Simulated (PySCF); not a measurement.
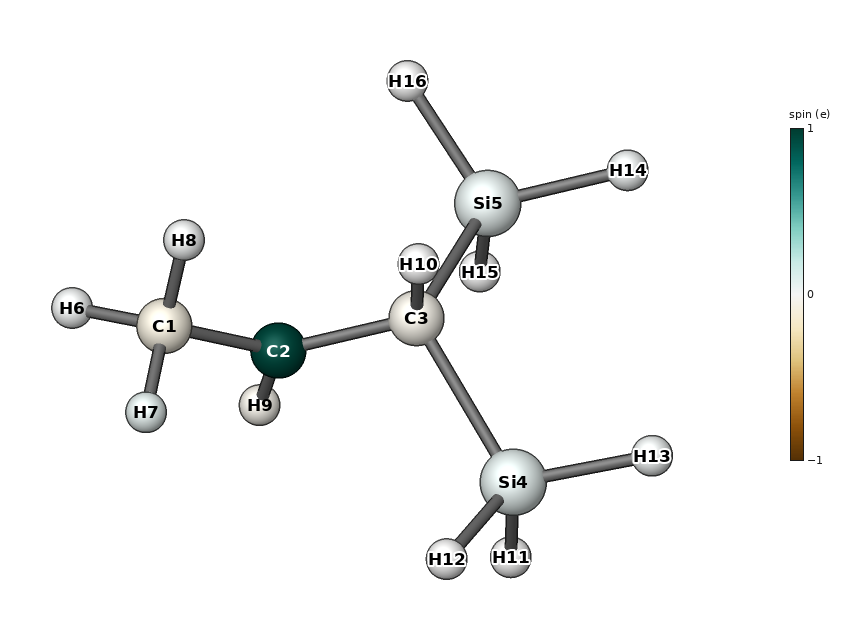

Atoms are coloured by their Mulliken spin populations. Charge 0, doublet. Computed geometry: GFN2-xTB optimisation. No frequency run is at hand to confirm it as a minimum. Level of theory: UKS B3LYP, pcH-1 on C H Si, non-relativistic (PySCF 2.14.0).

### Which atom carries the largest spin population?

C2 (0.95 e).

### Which atom has the lowest spin population?

C1 (−0.08 e); a negative value comes from spin polarisation.

List the Mulliken spin populations.

| atom | value (e) |
| --- | --- |
| C1 | −0.08 |
| C2 | 0.95 |
| C3 | −0.05 |
| Si4 | 0.06 |
| Si5 | 0.05 |
| H6 | 0.01 |
| H7 | 0.06 |
| H8 | 0.01 |
| H9 | −0.04 |
| H10 | 0.00 |
| H11 | 0.00 |
| H12 | 0.00 |
| H13 | 0.02 |
| H14 | 0.02 |
| H15 | 0.00 |
| H16 | 0.00 |

Mulliken values depend strongly on the basis set. The geometry is semi-empirical. Around Si such bond lengths and angles can be off by a tenth of an ångström or more and by several degrees, and values that hang on the shape move with them.
